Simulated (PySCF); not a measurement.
# C7H11N: the cost of one run

Computed with PySCF 2.14.0 and routines of our own; the level stands in each step. Atoms count from 0.

## Step 1: The starting structure

19 atoms, charge 0, multiplicity 1; geometry from: GFN2-xTB.

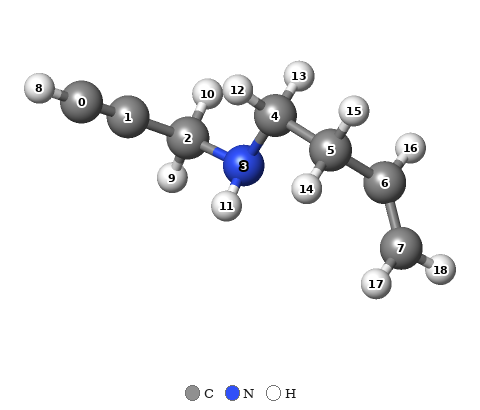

The starting geometry (carbon grey, nitrogen blue, hydrogen white).

## Step 2: Magnetic properties: GIAO B3LYP/pcSseg-1

Job settings and geometry (Å):

```
{"job": {"kind": "mag", "xc": "B3LYP", "basis": "pcSseg-1", "isotopologues": 2}, "charge": 0, "multiplicity": 1}
C     -3.359080    -1.659623     0.728007
C     -2.342026    -1.730503     0.100022
C     -1.046097    -1.733312    -0.567602
N     -0.088765    -0.793525    -0.008258
C     -0.456299     0.598767    -0.185025
C      0.566550     1.505368     0.502418
C      1.940116     1.285340    -0.045224
C      2.985010     0.923926     0.673667
H     -4.269277    -1.630870     1.249645
H     -0.612797    -2.737169    -0.497671
H     -1.183523    -1.489484    -1.627261
H      0.045384    -0.988247     0.980146
H     -1.464410     0.823641     0.207044
H     -0.461885     0.800904    -1.261972
H      0.559373     1.315481     1.578065
H      0.269264     2.544893     0.336592
H      2.036874     1.435608    -1.112136
H      2.915310     0.764115     1.737415
H      3.956472     0.773940     0.234993
```

With the program's defaults for keys left out, this is: GIAO B3LYP/pcSseg-1 magnetisability, rotational g tensor and spin-rotation constants, non-relativistic, gas phase.

Launch:

```console
OMP_NUM_THREADS=1 python excited_run.py task.json out
```

The driver reads the jobs from task.json and runs them one after another.

**Question.** How long does this first job take on 1 thread of Intel Xeon 6975P-C, shared host, and how much memory does it need?

About 37 s, with a peak of 0.92 GiB.
